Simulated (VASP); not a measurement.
Band structure of Cu3As (space group Pm-3m). Computed with PBEsol GGA, VASP's PBE PAW potentials (set 64) (plane waves; VASP 6.6.1).

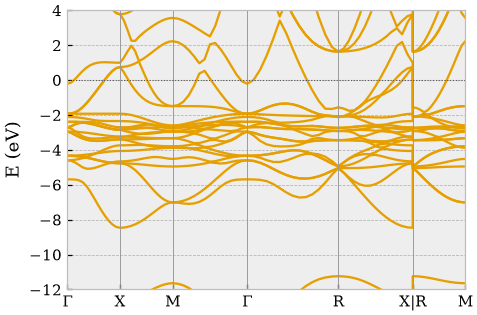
Fig. 1. Bands along high-symmetry lines, zero at the valence-band maximum or, without a gap, the Fermi level

Q: Read the plot: is there a gap, and where are the band edges?

A: It has no gap at this level: it comes out as a metal or semimetal. (Edges off the drawn lines would not show.)

The structure comes from a computed database's Cu3As entry (Pm-3m); how it stands against other phases isn't given here. It was relaxed first.
